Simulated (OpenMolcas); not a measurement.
# C3H9In (trimethylindium (TMIn)), step by step, part 3 of 3

OpenMolcas 26.06. The steps go on from the part before.

## Step 6: An energy scan at MC-PDFT[tPBE](2,2)/ANO-RCC-VDZP (DKH2, RICD fitting) (run 5)

Input file step5.input:

```
>>> EXPORT MOLCAS_PRINT=2
>>> COPY $CurrDir/step2.RasOrb $Project.RasOrb
>>> ForEach K in (1, 2, 3, 4, 5, 6, 7, 8, 9)

&GATEWAY
  Coord=$CurrDir/point$K.xyz
  Basis=ANO-RCC-VDZP
  Group=NoSym
  RICD

&SEWARD

&RASSCF
  FileOrb=$Project.RasOrb
  Spin=1
  Nactel=2 0 0
  Inactive=37
  Ras2=2
  OrbListing=Nothing

&MCPDFT
  KSDFT=T:PBE
>>> EndDo
```

On the command line:

```sh
$ export MOLCAS_MEM=1860
$ pymolcas step5.input > step5.log
```

Output:

```text
--- Start Module: gateway ---

                                              &GATEWAY

                       available to each process: 1.9 GB of memory, 1 thread

++    Symmetry information:
      ---------------------

                    Character Table for C1

                             E
                    a        1  x, y, xy, Rz, z, xz, Ry, yz, Rx, I
--

++    Basis set information:
      ----------------------

      Basis set label: C.ANO-RCC...3S2P1D.

      Electronic valence basis set:
      ------------------
      Associated Effective Charge   6.000000 au
      Associated Actual Charge      6.000000 au
      Nuclear Model: Point charge

      Shell  nPrim  nBasis  Cartesian Spherical Contaminant
         s      14       3        X
         p       9       2        X
         d       4       1                 X

      Basis set label: IN.ANO-RCC...6S5P3D1F.

      Electronic valence basis set:
      ------------------
      Associated Effective Charge  49.000000 au
      Associated Actual Charge     49.000000 au
      Nuclear Model: Point charge

      Shell  nPrim  nBasis  Cartesian Spherical Contaminant
         s      22       6        X
         p      19       5        X
         d      13       3                 X
         f       5       1                 X

      Basis set label: C.ANO-RCC...3S2P1D.

      Electronic valence basis set:
      ------------------
      Associated Effective Charge   6.000000 au
      Associated Actual Charge      6.000000 au
      Nuclear Model: Point charge

      Shell  nPrim  nBasis  Cartesian Spherical Contaminant
         s      14       3        X
         p       9       2        X
         d       4       1                 X

      Basis set label: H.ANO-RCC...2S1P.

      Electronic valence basis set:
      ------------------
      Associated Effective Charge   1.000000 au
      Associated Actual Charge      1.000000 au
      Nuclear Model: Point charge

      Shell  nPrim  nBasis  Cartesian Spherical Contaminant
         s       8       2        X
         p       4       1        X
--

++    Molecular structure info:
      -------------------------

                    ************************************************
                    **** Cartesian Coordinates / bohr, angstrom ****
                    ************************************************

     Center  Label                x              y              z                     x              y              z
        1      C1              -0.798523       3.718938      -1.696757             -0.422560       1.967977      -0.897885
        2      IN2              0.172986       0.126190      -0.003751              0.091540       0.066777      -0.001985
        3      C3               2.945970      -0.035003       2.996945              1.558940      -0.018523       1.585915
[... 9 lines of this table left out ...]
       13      H13             -0.416420      -4.939032      -1.043478             -0.220360      -2.613623      -0.552185

                    ***************************************
                    *    InterNuclear Distances / bohr    *
                    ***************************************

               1 C1            2 IN2           3 C3            4 C4            5 H5            6 H6
    1 C1       0.000000
    2 IN2      4.088756        0.000000
    3 C3       7.081252        4.088961        0.000000
    4 C4       7.085965        4.088759        7.078848        0.000000
[... 8 lines of this table left out ...]
   13 H13      8.690984        5.204316        7.188893        2.062208        9.919561        9.701318

               7 H7            8 H8            9 H9           10 H10          11 H11          12 H12
    7 H7       0.000000
    8 H8      10.229206        0.000000
    9 H9       9.056685        3.360790        0.000000
   10 H10      9.330071        3.336123        3.336418        0.000000
   11 H11      6.718134        9.066496       10.234475        9.331027        0.000000
   12 H12      8.178446        7.677074        9.320103        9.121079        3.336852        0.000000
   13 H13      8.879089        6.958060        9.065887        7.685548        3.360836        3.335803

              13 H13
   13 H13      0.000000

                    *******************************************
                    *    InterNuclear Distances / angstrom    *
                    *******************************************

               1 C1            2 IN2           3 C3            4 C4            5 H5            6 H6
    1 C1       0.000000
    2 IN2      2.163677        0.000000
    3 C3       3.747237        2.163785        0.000000
    4 C4       3.749731        2.163678        3.745965        0.000000
[... 8 lines of this table left out ...]
   13 H13      4.599071        2.754005        3.804198        1.091274        5.249206        5.133717

               7 H7            8 H8            9 H9           10 H10          11 H11          12 H12
    7 H7       0.000000
    8 H8       5.413063        0.000000
    9 H9       4.792592        1.778453        0.000000
   10 H10      4.937261        1.765400        1.765556        0.000000
   11 H11      3.555083        4.797783        5.415851        4.937767        0.000000
   12 H12      4.327847        4.062533        4.931986        4.826667        1.765786        0.000000
   13 H13      4.698612        3.682047        4.797461        4.067017        1.778478        1.765231

              13 H13
   13 H13      0.000000

[... 167 lines left out ...]
      Note: transformation to natural orbitals
[... 8 lines left out ...]
      Natural orbitals and occupation numbers for root  1
[... 20 lines left out ...]
      Final state energy(ies):
[... 114 lines left out ...]
      Natural orbitals for root   1 are written to the RASORB.1 file
[... 89 lines left out ...]
++    MC-PDFT RESULTS, STATE 0001
[... 321 lines left out ...]
                                         RASSCF iterations: Energy and convergence statistics
[... 22 lines left out ...]
      energy=   -5995.991998
[... 11 lines left out ...]
++    Final optimization conditions:
[... 17 lines left out ...]
      Von Neumann Entropy (Root   1) =  0.07088
[... 123 lines left out ...]
 ###    WARNING: Deprecation warning: KSDF should be replaced                ###
[... 108 lines left out ...]
::    MCPDFT root number  1 Total energy:  -5998.96418793
[... 308 lines left out ...]
      Note: transformation to natural orbitals
[... 8 lines left out ...]
      Natural orbitals and occupation numbers for root  1
[... 20 lines left out ...]
      Final state energy(ies):
[... 114 lines left out ...]
      Natural orbitals for root   1 are written to the RASORB.1 file
[... 89 lines left out ...]
++    MC-PDFT RESULTS, STATE 0001
[... 321 lines left out ...]
                                         RASSCF iterations: Energy and convergence statistics
[... 22 lines left out ...]
      energy=   -5995.968386
[... 11 lines left out ...]
++    Final optimization conditions:
[... 17 lines left out ...]
      Von Neumann Entropy (Root   1) =  0.14149
[... 123 lines left out ...]
 ###    WARNING: Deprecation warning: KSDF should be replaced                ###
[... 108 lines left out ...]
::    MCPDFT root number  1 Total energy:  -5998.93803309
[... 235 lines left out ...]
      conf/sym  11     Coeff  Weight
[... 14 lines left out ...]
      RASSCF energy for state  1                  -5995.93533930
[... 47 lines left out ...]
      Dipole Moment (debye):
[... 133 lines left out ...]
      Wave function energy weight                0.00
[... 283 lines left out ...]
      Nuclear repulsion energy =  358.49295092
[... 90 lines left out ...]
      printout of CI-coefficients larger than  0.05 for root  1
[... 9 lines left out ...]
      *                                                    Final results                                                     *
[... 19 lines left out ...]
::    RASSCF root number  1 Total energy:  -5995.89781068
[... 112 lines left out ...]
      Spin density orbitals for root   1 are written to the SPDORB.1 file
[... 117 lines left out ...]
      Total MCPDFT energy for state   1                                 -5998.85992116
[... 301 lines left out ...]
      Convergence after 12 iterations
[... 12 lines left out ...]
      conf/sym  11     Coeff  Weight
[... 14 lines left out ...]
      RASSCF energy for state  1                  -5995.86573373
[... 47 lines left out ...]
      Dipole Moment (debye):
[... 133 lines left out ...]
      Wave function energy weight                0.00
[... 283 lines left out ...]
      Nuclear repulsion energy =  356.46133560
[... 90 lines left out ...]
      printout of CI-coefficients larger than  0.05 for root  1
[... 9 lines left out ...]
      *                                                    Final results                                                     *
[... 19 lines left out ...]
::    RASSCF root number  1 Total energy:  -5995.84308268
[... 112 lines left out ...]
      Spin density orbitals for root   1 are written to the SPDORB.1 file
[... 117 lines left out ...]
      Total MCPDFT energy for state   1                                 -5998.79309843
[... 301 lines left out ...]
      Convergence after 11 iterations
[... 12 lines left out ...]
      conf/sym  11     Coeff  Weight
[... 14 lines left out ...]
      RASSCF energy for state  1                  -5995.83275021
[... 47 lines left out ...]
      Dipole Moment (debye):
[... 50 lines left out ...]
      NBO located      0.997 non-bonded electrons on atom IN2
      NBO located      0.997 non-bonded electrons on atom IN2
      NBO located      0.998 non-bonded electrons on atom IN2
      NBO located      0.998 non-bonded electrons on atom IN2
      NBO located      1.000 non-bonded electrons on atom IN2
      NBO located      1.000 non-bonded electrons on atom IN2
      NBO located      1.000 non-bonded electrons on atom IN2
      NBO located      1.000 non-bonded electrons on atom IN2
      NBO located      1.000 non-bonded electrons on atom IN2
      NBO located      1.000 non-bonded electrons on atom IN2
      NBO located      1.000 non-bonded electrons on atom IN2
      NBO located      1.000 non-bonded electrons on atom IN2
      NBO located      1.000 non-bonded electrons on atom IN2
      NBO located      1.000 non-bonded electrons on atom IN2
      NBO located      1.000 non-bonded electrons on atom IN2
      NBO located      1.000 non-bonded electrons on atom IN2
      NBO located      1.000 non-bonded electrons on atom IN2
      NBO located      1.000 non-bonded electrons on atom IN2
      NBO located      0.992 non-bonded electrons on atom C3
      NBO located      0.991 non-bonded electrons on atom C4
      The remaining   13.820 electrons are to be considered as diffuse
--

--

      Average orbitals are written to the RASORB file
      Natural orbitals for root   1 are written to the RASORB.1 file
      Spin density orbitals for root   1 are written to the SPDORB.1 file

--- Stop Module: rasscf /rc=_RC_ALL_IS_WELL_ ---
--- Module rasscf spent 11 seconds ---

--- Start Module: mcpdft ---

                                              &MCPDFT

                       available to each process: 1.9 GB of memory, 1 thread

 ###############################################################################
 ###    WARNING: Deprecation warning: KSDF should be replaced                ###
 ###    with FUNC keyword                                                    ###
 ###############################################################################

++    Wave function specifications:
      -----------------------------

      Number of closed shell electrons          74
      Number of electrons in active shells       2
      Max number of holes in RAS1 space          0
      Max nr of electrons in RAS3 space          0
      Number of inactive orbitals               37
      Number of active orbitals                  2
      Number of secondary orbitals              91
      Spin quantum number                      0.0
      State symmetry                             1
      Number of CSFs                             3
      Number of RASSCF root(s) available         1
--

++    Orbital specifications:
      -----------------------

      Symmetry species                           1
                                                 a
      Frozen orbitals                            0
      Inactive orbitals                         37
      Active orbitals                            2
      RAS1 orbitals                              0
      RAS2 orbitals                              2
      RAS3 orbitals                              0
      Secondary orbitals                        91
      Deleted orbitals                           0
      Number of basis functions                130
--

++    MCPDFT specifications:
      ----------------------

      Cholesky decomposition                     On
      Type of calculation                        MC-PDFT
      On-Top Functional                          T:PBE
      Exchange scaling factor                    1.00
      Correlation scaling factor                 1.00
      Wave function energy weight                0.00
--

      Numerical integration parameters
      --------------------------------
      Radial quadrature type:                         MHL
      Size of radial grid:                            75
      Lebedev angular grid:                           29
      Angular grid pruned with the crowding factor:  3.00E+00
                                 and fading factor:  6.00E+00
      Screening threshold for integral computation:   1.00E-11
      Radial quadrature accuracy:                     1.00E-25
      Maximum batch size:                             128
      AO values are stored on disk

++    DFT functional specifications:
      ------------------------------
      Using Libxc version: 6.2.2
      Please cite the following reference:
      S. Lehtola, C. Steigemann, M. J.T. Oliveira, and M. A.L. Marques.,  SoftwareX 7, 1–5 (2018) doi:10.1016/j.softx.2017.11.002

      * Perdew, Burke & Ernzerhof
        - J. P. Perdew, K. Burke, and M. Ernzerhof.,  Phys. Rev. Lett. 77, 3865 (1996) doi:10.1103/PhysRevLett.77.3865
        - J. P. Perdew, K. Burke, and M. Ernzerhof.,  Phys. Rev. Lett. 78, 1396 (1997) doi:10.1103/PhysRevLett.78.1396
      * Perdew, Burke & Ernzerhof
        - J. P. Perdew, K. Burke, and M. Ernzerhof.,  Phys. Rev. Lett. 77, 3865 (1996) doi:10.1103/PhysRevLett.77.3865
        - J. P. Perdew, K. Burke, and M. Ernzerhof.,  Phys. Rev. Lett. 78, 1396 (1997) doi:10.1103/PhysRevLett.78.1396
--
   File JOBOLD not found -- use JOBIPH.
      The MO-coefficients are taken from the file:
      JOBIPH
 Reference MC-SCF energies taken from JOBIPH

++    MC-PDFT RESULTS, STATE 0001
      ---------------------------

      MCSCF reference energy                                            -5995.83275021

      Integrated total density:                                                 76.000
      Integrated alpha density before functional transformation:                38.000
      Integrated  beta density before functional transformation:                38.000
      Integrated alpha density  after functional transformation:                38.955
      Integrated  beta density  after functional transformation:                37.045
      Integrated alpha tau     before functional transformation:                 0.000
      Integrated  beta tau     before functional transformation:                 0.000
      Integrated alpha tau      after functional transformation:                 0.000
      Integrated  beta tau      after functional transformation:                 0.000
      NOTE:
      Densities after transformation are intermediate quantities
      and should not be interpreted as real spin densities

      Exchange energy scaling factor                                          1.000000
      Correlation energy scaling factor                                       1.000000

      Integrated alpha exchange energy                                      -88.869791
      Integrated beta  exchange energy                                      -88.134604
      Integrated  correlation   energy                                       -3.426308

      Nuclear Repulsion energy                                            355.17991509
      CASSCF contribution energy                                        -5818.34887327
      On-top energy                                                      -180.43070288

      Total MCPDFT energy for state   1                                 -5998.77957615
--

::    MCPDFT root number  1 Total energy:  -5998.77957615

--- Stop Module: mcpdft /rc=_RC_ALL_IS_WELL_ ---
--- Module mcpdft spent 4 seconds ---

>>> END FOREACH

.##################.
.# Happy landing! #.
.##################.

    Timing: Wall=301.85 User=284.55 System=14.72
```

It took 5 min on 1 thread of Intel Xeon Platinum 8375C at 2.90GHz (Ice Lake), shared host; peak memory 0.37 GiB.

The scan, from its lowest point:

```
H5–C1 (Å)  energy (kJ/mol)
    0.982             27.3
    1.091              0.0
    1.200             13.1
    1.364             68.7
    1.582            163.1
    1.855            273.8
    2.182            373.4
    2.619            449.2
    3.274            484.7
```

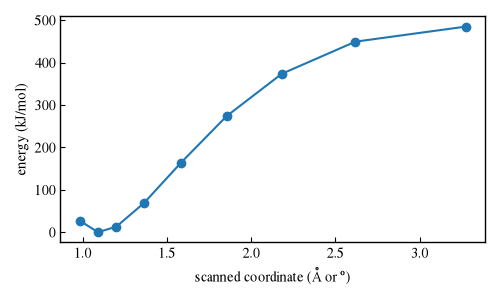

Energy along the scan.

## Step 7: Results

The summary covers parts 1 to 3.

| quantity | value |
| --- | --- |
| run 1, HF/ANO-RCC-MB: total energy | -5995.79215 Eh |
| run 1, HF/ANO-RCC-MB: dipole moment | 0.01 D |
| run 1, HF/ANO-RCC-MB: HOMO energy | -10.48 eV |
| run 1, HF/ANO-RCC-MB: LUMO energy | 1.61 eV |
| run 1, HF/ANO-RCC-MB: HOMO–LUMO gap | 12.09 eV |
| run 2, CASSCF(2,2)/ANO-RCC-VDZP: total energy | -5995.99200 Eh |
| run 2, CASSCF(2,2)/ANO-RCC-VDZP: dipole moment (CASSCF density) | 0.02 D |
| run 3, CASPT2(2,2)/ANO-RCC-VDZP: lowest energy of the scan | -5996.85217 Eh |
| run 4, SC-NEVPT2(2,2)/ANO-RCC-VDZP: lowest energy of the scan | -5996.84947 Eh |
| run 5, MC-PDFT[tPBE](2,2)/ANO-RCC-VDZP: lowest energy of the scan | -5998.96419 Eh |

What this shows: Mulliken charges (run 1, HF/ANO-RCC-MB) run from -0.73 on C3 to +1.12 on In2. Mulliken charges (run 2, CASSCF(2,2)/ANO-RCC-VDZP) run from -0.27 on C4 to +1.16 on In2.
